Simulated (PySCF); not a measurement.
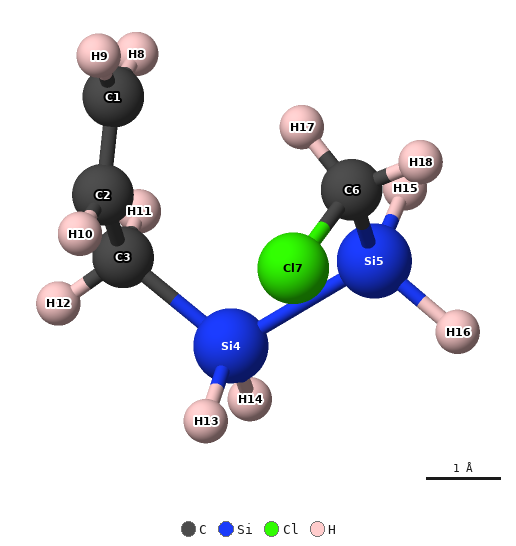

The input geometry of the first run (ball-and-stick view, seen at a tilt; atoms are numbered from 1 in the order of the input).

# Two runs on C4H11ClSi2

System: C4H11ClSi2.
Method of the first run: GIAO PBE0/pcSseg-1 NMR shielding, non-relativistic, gas phase (PySCF 2.14.0).

The geometry comes from this level: PBE0-D3(BJ)/def2-SVP. Text and figures count atoms from 1; the logs count them from 0 in places.

Input, the first run:
```
{"job": {"kind": "nmr", "xc": "PBE0", "basis": "pcSseg-1"}, "charge": 0, "multiplicity": 1}
C      1.358663    -1.126992     1.883855
C      1.389114     0.097464     1.349669
C      1.416111     0.399059    -0.111361
Si    -0.150097     1.290396    -0.724693
Si    -2.084432     0.079788    -0.179654
C     -2.193715    -0.176312     1.700915
Cl    -1.906327     1.377316     2.547476
H      1.381811    -2.025040     1.257772
H      1.318319    -1.272409     2.966523
H      1.360684     0.962731     2.023785
H      1.537049    -0.524249    -0.701966
H      2.267044     1.058263    -0.360336
H     -0.233815     2.656182    -0.121816
H     -0.067113     1.448335    -2.212308
H     -2.070607    -1.273717    -0.826507
H     -3.305547     0.806880    -0.645771
H     -1.422776    -0.881946     2.040378
H     -3.179981    -0.549439     2.012058
```

The first line tells a small driver script what to run in PySCF; the rest is the geometry in Å.

Command:
```bash
OMP_NUM_THREADS=1 python <driver script> task.json out
```

Hardware: 1 CPU thread, shared host.

Output (the first run):
```
coarse grid: 16040 points
cycle   1  E = -1197.4790974884  dE =  2.767e-01  |g| = 3.622e-01  |ddm| = 3.702e+00
cycle   2  E = -1197.4789100856  dE =  1.874e-04  |g| = 3.688e-01  |ddm| = 7.250e-01
cycle   3  E = -1197.5153703764  dE = -3.646e-02  |g| = 3.625e-02  |ddm| = 3.966e-01
cycle   4  E = -1197.5156527808  dE = -2.824e-04  |g| = 1.797e-02  |ddm| = 5.413e-02
cycle   5  E = -1197.5157237474  dE = -7.097e-05  |g| = 7.188e-03  |ddm| = 2.118e-02
cycle   6  E = -1197.5157365177  dE = -1.277e-05  |g| = 2.071e-03  |ddm| = 7.492e-03
cycle   7  E = -1197.5157375538  dE = -1.036e-06  |g| = 4.329e-04  |ddm| = 2.236e-03
final grid: 139528 points
cycle   8  E = -1197.5553960975  dE = -2.826e-05  |g| = 7.351e-03  |ddm| = 2.330e-02
cycle   9  E = -1197.5553887966  dE =  7.301e-06  |g| = 8.797e-03  |ddm| = 1.365e-02
cycle  10  E = -1197.5554091297  dE = -2.033e-05  |g| = 1.142e-03  |ddm| = 8.198e-03
cycle  11  E = -1197.5554094023  dE = -2.726e-07  |g| = 3.466e-04  |ddm| = 1.260e-03
cycle  12  E = -1197.5554094319  dE = -2.960e-08  |g| = 8.801e-05  |ddm| = 3.201e-04
cycle  13  E = -1197.5554094337  dE = -1.777e-09  |g| = 3.316e-05  |ddm| = 1.108e-04
cycle  14  E = -1197.5554094340  dE = -2.935e-10  |g| = 5.572e-06  |ddm| = 3.442e-05
converged SCF energy = -1197.5554094340

GIAO shielding tensors (ppm)
atom      isotropic    diamagn.    paramagn.     s11        s22        s33       span
  0 C       63.568     255.429    -191.861    -49.970     87.167    153.509    203.478
  1 C       37.951     257.545    -219.593    -88.694     41.631    160.917    249.611
  2 C      164.840     252.778     -87.937    148.016    156.872    189.633     41.617
  3 Si     424.669     880.514    -455.846    393.703    409.184    471.119     77.416
  4 Si     411.737     880.549    -468.812    364.729    409.000    461.481     96.752
  5 C      153.623     253.531     -99.908    131.838    137.039    191.991     60.153
  6 Cl     902.413    1147.153    -244.740    798.104    834.780   1074.356    276.253
  7 H       25.896      31.874      -5.978     22.023     25.704     29.960      7.937
  8 H       26.140      28.822      -2.682     22.507     25.596     30.317      7.810
  9 H       24.857      30.890      -6.033     22.075     25.388     27.108      5.033
 10 H       29.569      32.679      -3.110     26.324     28.200     34.183      7.859
 11 H       29.191      29.409      -0.218     24.655     27.029     35.890     11.235
 12 H       26.945      29.207      -2.262     23.994     25.754     31.087      7.093
 13 H       27.432      29.240      -1.808     23.896     25.212     33.188      9.292
 14 H       27.144      29.872      -2.728     24.123     24.677     32.631      8.508
 15 H       27.270      29.009      -1.738     23.501     25.385     32.924      9.423
 16 H       28.050      31.988      -3.938     24.575     25.601     33.974      9.399
 17 H       28.204      28.152       0.052     22.275     26.820     35.517     13.243
```

For the second run the input was changed thus:
```diff
-"xc": "PBE0"
+"xc": "KT3"
+"pop": false
```

How does the second run compare with the first run?

The total energies belong to different methods, so their difference says nothing on which is more stable or more accurate. The HOMO goes from −7.30 to −6.20 eV. The LUMO goes from −0.09 to −0.99 eV. The dipole moment goes from 1.64 to 1.54 D. Of all shieldings, the largest change is that of Cl7, by −23.9 ppm. The functional changes from PBE0 to KT3. Exact exchange removes part of the self-interaction error of semilocal functionals, which pushes filled and empty levels apart. The SCF takes 15 iterations against 14.

Output (the second run):
```
coarse grid: 16040 points
cycle   1  E = -1208.3266991118  dE =  1.918e-01  |g| = 5.113e-01  |ddm| = 3.772e+00
cycle   2  E = -1208.2640726549  dE =  6.263e-02  |g| = 6.844e-01  |ddm| = 1.343e+00
cycle   3  E = -1208.3968005788  dE = -1.327e-01  |g| = 9.754e-02  |ddm| = 8.769e-01
cycle   4  E = -1208.3990699106  dE = -2.269e-03  |g| = 4.480e-02  |ddm| = 1.556e-01
cycle   5  E = -1208.3995555527  dE = -4.856e-04  |g| = 1.676e-02  |ddm| = 5.230e-02
cycle   6  E = -1208.3996313742  dE = -7.582e-05  |g| = 5.097e-03  |ddm| = 2.020e-02
cycle   7  E = -1208.3996386370  dE = -7.263e-06  |g| = 1.320e-03  |ddm| = 6.791e-03
final grid: 139528 points
cycle   8  E = -1208.4431581165  dE = -1.983e-04  |g| = 2.303e-02  |ddm| = 4.607e-02
cycle   9  E = -1208.4430833203  dE =  7.480e-05  |g| = 2.428e-02  |ddm| = 3.901e-02
cycle  10  E = -1208.4431979529  dE = -1.146e-04  |g| = 8.348e-03  |ddm| = 3.113e-02
cycle  11  E = -1208.4432170912  dE = -1.914e-05  |g| = 1.330e-03  |ddm| = 8.897e-03
cycle  12  E = -1208.4432175834  dE = -4.922e-07  |g| = 3.616e-04  |ddm| = 1.816e-03
cycle  13  E = -1208.4432176162  dE = -3.283e-08  |g| = 1.281e-04  |ddm| = 4.226e-04
cycle  14  E = -1208.4432176207  dE = -4.447e-09  |g| = 2.622e-05  |ddm| = 1.518e-04
cycle  15  E = -1208.4432176209  dE = -2.217e-10  |g| = 7.519e-06  |ddm| = 4.600e-05
converged SCF energy = -1208.4432176209

GIAO shielding tensors (ppm)
atom      isotropic    diamagn.    paramagn.     s11        s22        s33       span
  0 C       73.033     255.070    -182.037    -26.558     94.953    150.705    177.263
  1 C       48.001     256.826    -208.825    -63.616     51.940    155.679    219.294
  2 C      161.293     253.311     -92.019    144.652    153.798    185.429     40.777
  3 Si     435.591     883.025    -447.435    404.339    422.404    480.029     75.690
  4 Si     423.074     882.980    -459.906    376.055    422.035    471.133     95.078
  5 C      149.871     253.609    -103.738    127.591    134.264    187.758     60.167
  6 Cl     878.470    1149.465    -270.995    763.466    800.514   1071.431    307.964
  7 H       26.196      32.562      -6.365     22.666     25.966     29.957      7.291
  8 H       26.430      28.923      -2.493     22.951     25.834     30.507      7.557
  9 H       25.090      31.365      -6.275     22.620     25.484     27.166      4.547
 10 H       29.607      33.328      -3.721     26.537     28.427     33.857      7.320
 11 H       29.137      29.412      -0.275     24.711     27.225     35.475     10.764
 12 H       27.114      29.744      -2.630     24.278     26.018     31.046      6.768
 13 H       27.582      29.749      -2.166     24.172     25.484     33.092      8.920
 14 H       27.258      30.527      -3.269     24.348     24.904     32.522      8.174
 15 H       27.431      29.331      -1.900     23.783     25.641     32.870      9.087
 16 H       27.965      32.566      -4.601     24.639     25.661     33.597      8.958
 17 H       28.163      28.170      -0.008     22.371     26.964     35.153     12.781
```

The two runs side by side:

| quantity | the first run | the second run |
| --- | --- | --- |
| outcome | converged | converged |
| total energy (hartree) | −1197.555409 | −1208.443218 |
| HOMO (eV) | −7.30 | −6.20 |
| LUMO (eV) | −0.09 | −0.99 |
| dipole moment (D) | 1.64 | 1.54 |
| shielding of C1 (ppm) | 63.6 | 73.0 |
| shielding of C2 (ppm) | 38.0 | 48.0 |
| shielding of C3 (ppm) | 164.8 | 161.3 |
| shielding of Si4 (ppm) | 424.7 | 435.6 |
| shielding of Si5 (ppm) | 411.7 | 423.1 |
| shielding of C6 (ppm) | 153.6 | 149.9 |
| shielding of Cl7 (ppm) | 902.4 | 878.5 |
| SCF iterations | 14 | 15 |
| basis functions | 195 | 195 |
| wall time (shared host) | 35 s | 44 s |
